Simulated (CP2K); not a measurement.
# C2HClF (SMILES [H]/[C]=C(\F)Cl) at AM1

Aim: the vertical ionisation energy of C2HClF at AM1, from 2 runs. 

The results are computed with CP2K 2026.2.

## 1. Starting point

The species is C2HClF (5 atoms), meant as a doublet with charge 0. As SMILES, `[H]/[C]=C(\F)Cl`. The coordinates come from a GFN2-xTB relaxation.

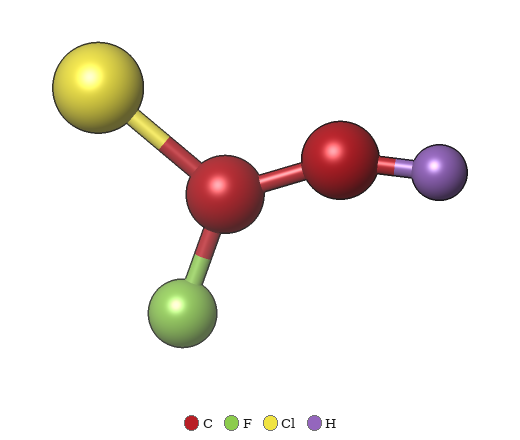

The structure, seen from a chosen angle (carbon red, fluorine green, chlorine yellow, hydrogen purple).

## 2. Energy and gradient at AM1

Contents of gas.inp:

```
&GLOBAL
  PROJECT_NAME gas
  RUN_TYPE ENERGY_FORCE
  PRINT_LEVEL MEDIUM
&END GLOBAL
&FORCE_EVAL
  METHOD QUICKSTEP
  &DFT
    MULTIPLICITY 2
    UKS T
    # Quickstep
    &QS
      METHOD AM1
      EPS_DEFAULT 1.0E-10
      &SE
        &COULOMB
          CUTOFF [angstrom] 50
          RC_RANGE [angstrom] 0
        &END COULOMB
        &EXCHANGE
          CUTOFF [angstrom] 50
          RC_RANGE [angstrom] 0
        &END EXCHANGE
      &END SE
    &END QS
    &POISSON
      PERIODIC NONE
      POISSON_SOLVER ANALYTIC
    &END POISSON
    &SCF
      SCF_GUESS ATOMIC
      EPS_SCF 1.0E-06
      MAX_SCF 80
      ADDED_MOS 8
      &DIAGONALIZATION
        ALGORITHM STANDARD
      &END DIAGONALIZATION
      &MIXING
        METHOD DIRECT_P_MIXING
        ALPHA 0.4
      &END MIXING
    &END SCF
    # extra output
    &PRINT
      &MOMENTS
        PERIODIC F
        REFERENCE COM
        MAX_MOMENT 1
      &END MOMENTS
      &MO ON
        ENERGIES T
        OCCUPATION_NUMBERS T
        NDIGITS 6
        &EACH
          QS_SCF 0
        &END EACH
        ADD_LAST NUMERIC
      &END MO
      &HIRSHFELD OFF
      &END HIRSHFELD
    &END PRINT
  &END DFT
  &SUBSYS
    # box in angstrom
    &CELL
      ABC 10.7 10.6 9.8
      PERIODIC NONE
    &END CELL
    &COORD
      C      6.033895     5.945820     5.261845
      C      4.999255     5.642640     4.571305
      F      4.012805     6.478090     4.174835
      Cl     4.678575     4.024160     4.001265
      H      6.687195     6.575840     5.798735
    &END COORD
  &END SUBSYS
  # extra output
  &PRINT
    &FORCES ON
    &END FORCES
  &END PRINT
&END FORCE_EVAL
```

Launch:

```console
OMP_NUM_THREADS=1 cp2k.psmp -i gas.inp > gas.out 2>&1
```

The log of the run:

```text
CP2K| version string:                                       CP2K version 2026.2
[...]
 GLOBAL| Method name                                                        CP2K
[...]
 GLOBAL| Run type                                                   ENERGY_FORCE
[...]
 *** WARNING in qs_environment.F:2191 :: More ADDED_MOs requested for beta ***
 *** spin than available.                                                  ***
 *** WARNING in qs_environment.F:2210 :: More added MOs requested than     ***
 *** available. The full set of unoccupied MOs will be used. Use           ***
 *** 'ADDED_MOS -1' to always use all available MOs and to get rid of this ***
[...]
                             - Atoms:                                          5
[...]
                             - Spherical basis functions:                     17
[...]
 Number of electrons:                                                         12
[...]
     1 P_Mix/Diag. 0.40E+00    0.0     0.40233779       -37.1950425360 -3.72E+01
[...]
    20 DIIS/Diag.  0.35E-06    0.0     0.00000072       -41.3777633144 -5.17E-11
  *** SCF run converged in    20 steps ***
  Core-core repulsion energy [eV]:                           1271.61446675828347
  Core Hamiltonian energy [eV]:                             -1837.06533102700701
  Two-electron integral energy [eV]:                        -1120.99067281073735
  Electronic energy [eV]:                                   -2397.56066743237534
  Total energy [eV]:                                        -1125.94620067409232
  Atomic reference energy [eV]:                              1126.67364089922853
  Heat of formation [kcal/mol]:                                16.77517143569437
[...]
 SE_DIPOLE| Moment [Debye]         -1.02400186      -0.64086568      -0.76143824
 SE_DIPOLE| Derivative [a.u.]       0.00000000       0.00000000       0.00000000
 ENERGY| Total FORCE_EVAL ( QS ) energy [hartree]            -41.377763314410814
 FORCES| Atomic forces [hartree/bohr]
 FORCES|   Atom     x               y               z               |f|
 FORCES|      1  3.99981228E-02  1.13335365E-02  2.65598541E-02   4.93327957E-02
 FORCES|      2 -5.36553338E-02 -2.84087833E-02 -3.88190690E-02   7.20615982E-02
 FORCES|      3 -2.37507321E-03  1.36629484E-02  1.78709093E-03   1.39825186E-02
 FORCES|      4  9.64631677E-03  1.75177166E-03  6.21910453E-03   1.16102279E-02
 FORCES|      5  6.38596744E-03  1.66052679E-03  4.25301945E-03   7.85022954E-03
 FORCES| Sum     2.22044605E-16 -5.55111512E-17 -4.99600361E-16
 FORCES| Total atomic force                                       5.49532361E-16
[...]
```

Run time: 1.3 s. Hardware: 1 thread of AMD EPYC 7R43 (Zen 3), shared host; peak memory 0.18 GiB.

## 3. The singlet cation, same level

Contents of job.inp:

```
&GLOBAL
    PROJECT_NAME job
    RUN_TYPE ENERGY_FORCE
    PRINT_LEVEL MEDIUM
&END GLOBAL

&FORCE_EVAL
    METHOD Quickstep
    &DFT
        CHARGE 1
        &QS
            METHOD AM1
            EPS_DEFAULT 1.0E-10
            &SE
                &COULOMB
                    CUTOFF [angstrom] 50
                    RC_RANGE [angstrom] 0
                &END COULOMB
                &EXCHANGE
                    CUTOFF [angstrom] 50
                    RC_RANGE [angstrom] 0
                &END EXCHANGE
            &END SE
        &END QS
        &POISSON
            PERIODIC NONE
            POISSON_SOLVER ANALYTIC
        &END POISSON
        &SCF
            SCF_GUESS ATOMIC
            EPS_SCF 1.0E-06
            MAX_SCF 30
            &OT
                MINIMIZER DIIS
                PRECONDITIONER FULL_ALL
            &END OT
            &OUTER_SCF
                EPS_SCF 1.0E-06
                MAX_SCF 5
            &END OUTER_SCF
        &END SCF
        &PRINT
            &MOMENTS
                PERIODIC F
                REFERENCE COM
                MAX_MOMENT 1
            &END MOMENTS
            &MO_CUBES
                NLUMO 1
                NHOMO -1
                WRITE_CUBE F
            &END MO_CUBES
            &HIRSHFELD OFF
            &END HIRSHFELD
        &END PRINT
    &END DFT
    &SUBSYS
        &CELL
            ABC 10.7 10.6 9.8
            PERIODIC NONE
        &END CELL
        &COORD
            C      6.033895     5.945820     5.261845
            C      4.999255     5.642640     4.571305
            F      4.012805     6.478090     4.174835
            Cl     4.678575     4.024160     4.001265
            H      6.687195     6.575840     5.798735
        &END COORD
    &END SUBSYS
    &PRINT
        &FORCES ON
        &END FORCES
    &END PRINT
&END FORCE_EVAL
```

Launch:

```console
OMP_NUM_THREADS=1 cp2k.psmp -i job.inp > job.out 2>&1
```

The log of the run:

```text
CP2K| version string:                                       CP2K version 2026.2
[...]
 GLOBAL| Method name                                                        CP2K
[...]
 GLOBAL| Run type                                                   ENERGY_FORCE
[...]
                             - Atoms:                                          5
[...]
                             - Spherical basis functions:                     17
[...]
 Number of electrons:                                                         22
[...]
     1 OT DIIS     0.15E+00    0.0     0.44533059       -37.3248972776 -3.73E+01
[...]
    10 OT DIIS     0.15E+00    0.0     0.00000094       -40.9928354294 -6.58E-11
  *** SCF run converged in    10 steps ***
  Core-core repulsion energy [eV]:                           1271.61446675828347
  Core Hamiltonian energy [eV]:                             -1784.17094357348196
  Two-electron integral energy [eV]:                        -1205.83060684797806
  Electronic energy [eV]:                                   -2387.08624699747088
  Total energy [eV]:                                        -1115.47178023918764
  Atomic reference energy [eV]:                              1126.67364089922853
  Heat of formation [kcal/mol]:                               258.32106402386819
[...]
 SE_DIPOLE| Moment [Debye]         -4.60369787      -2.39170498      -3.31404253
 SE_DIPOLE| Derivative [a.u.]       0.00000000       0.00000000       0.00000000
 *** WARNING in qs_scf_post_se.F:140 :: Printing of MO cube files not ***
 *** implemented for Semi-Empirical method.                           ***
 ENERGY| Total FORCE_EVAL ( QS ) energy [hartree]            -40.992835429483350
 FORCES| Atomic forces [hartree/bohr]
 FORCES|   Atom     x               y               z               |f|
 FORCES|      1  1.71896970E-02  4.37691771E-02  2.05138840E-02   5.13034695E-02
 FORCES|      2 -7.12061187E-02 -6.00612555E-02 -5.67493886E-02   1.09078682E-01
 FORCES|      3  8.56842401E-03  1.38806800E-02  8.42134622E-03   1.83578386E-02
 FORCES|      4  1.39016791E-02  8.14161660E-03  1.02538243E-02   1.90966886E-02
 FORCES|      5  3.15463187E-02 -5.73021816E-03  1.75603341E-02   3.65564079E-02
 FORCES| Sum     1.11022302E-16  1.22124533E-15  3.88578059E-16
 FORCES| Total atomic force                                       1.28637437E-15
[...]
```

It took 2.3 s on 1 thread of AMD EPYC 7R43 (Zen 3), shared host; peak memory 0.18 GiB.

## 4. Results

Level: AM1.

| quantity | value |
| --- | --- |
| doublet C2HClF: total energy | -41.37776 Eh |
| doublet C2HClF: dipole moment | 1.43 D |
| doublet C2HClF: HOMO energy (highest over α and β) | -10.54 eV |
| doublet C2HClF: LUMO energy (lowest over α and β) | -0.57 eV |
| doublet C2HClF: heat of formation at this unrelaxed shape | 16.8 kcal/mol |
| doublet C2HClF: largest force on an atom | 3.706 eV/Å |
| singlet cation: total energy | -40.99284 Eh |
| singlet cation: heat of formation at this unrelaxed shape | 258.3 kcal/mol |
| singlet cation: largest force on an atom | 5.609 eV/Å |
| vertical ionisation energy (to the singlet cation) | 10.474 eV |

The vertical ionisation energy comes to 10.47 eV (1011 kJ/mol). The largest force (doublet C2HClF) is 3.71 eV/Å: the shape isn't a stationary point for this species at this level. Only the singlet of the ionised species was computed; a triplet could lie lower.
